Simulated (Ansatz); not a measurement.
W5 (charge +1, doublet)

Input file:

```
crystal:
  periodic: [false, false, false]
  atoms:
    - {symbol: W, position_ang: [0.282249, -0.151955, -2.543110]}
    - {symbol: W, position_ang: [-1.229061, -1.787952, -1.475035]}
    - {symbol: W, position_ang: [-2.609199, -0.109099, -0.300320]}
    - {symbol: W, position_ang: [-1.721184, 0.969167, -2.161719]}
    - {symbol: W, position_ang: [-0.155304, -0.327961, -0.117716]}
basis:
  gaussian: {orbitals: def2-TZVP, initial_orbitals: start.molden}
total_charge: 1
magnetization: {spin_polarized: true, initial_magnetization: 1}
hamiltonian: {xc: pbe0, dispersion: d4}
scf: {omitted_lower_state_checks: [starts]}
output: {orbitals: {seedname: orbitals}}
```

Command:

```sh
ansatz run in.yaml --threads 4 --pin off --events-out ev --progress --plain --max-ram 4787MiB
```

Geometry: PBE0-D4/def2-SVP; ⟨S²⟩ = 0.81, above the pure value of 0.75; core potentials replace the inner electrons of W.

The calculation used Ansatz, UKS PBE0-D4/def2-TZVP.

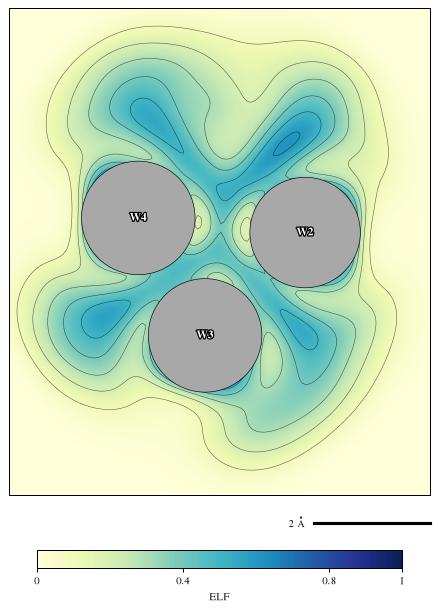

Figure 1. ELF on the plane of atoms W2, W3 and W4. Grey discs cover the atomic cores.

**What does the map show?**

- The section cuts through W sites.
- W–W (2.33 Å): the ELF is about 0.45 at the midpoint.
- W–W (2.47 Å): the ELF is about 0.45 at the midpoint.

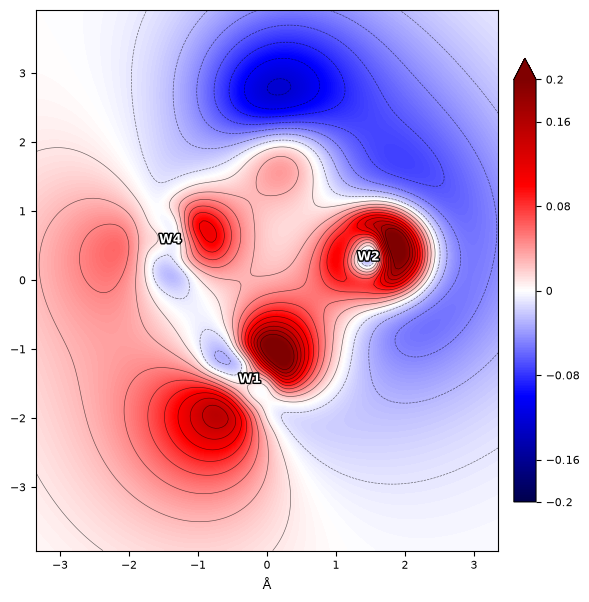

Figure 2. The LUMO (α) on the plane of atoms W2, W1 and W4 (values in Å⁻³ᐟ²; the overall sign is arbitrary).

**Describe this orbital and give its energy.**

It lies mainly on W2 (about 25 %), W5 (about 25 %), W1 (about 20 %), W3 (about 20 %) and W4 (about 10 %). Its energy is −6.40 eV.

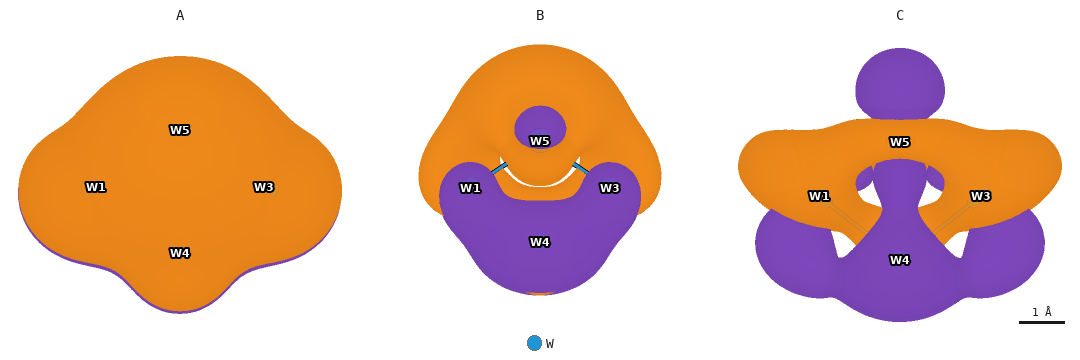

Figure 3. Three frontier orbitals at ±0.05 Å⁻³ᐟ² (orange and purple are the two phases), in no order.

**Which picture is the HOMO−1, the HOMO and the LUMO? All are α orbitals.**

B is the HOMO−1 (α) (−8.90 eV). By Hirshfeld shares it lies mainly on W4 (about 40 %), W2 (about 20 %), W5 (about 20 %), W1 (about 15 %) and W3 (about 15 %). C is the HOMO (α) (−8.07 eV). It lies mainly on W1 (about 30 %), W3 (about 30 %), W4 (about 20 %), W2 (about 10 %) and W5 (about 10 %). A is the LUMO (α) (−6.40 eV). Its weight (Hirshfeld) is mainly on W2 (about 25 %), W5 (about 25 %), W1 (about 20 %), W3 (about 20 %) and W4 (about 10 %).

**What is the gap between the highest occupied and lowest empty α orbitals?**

1.67 eV between the orbital energies.
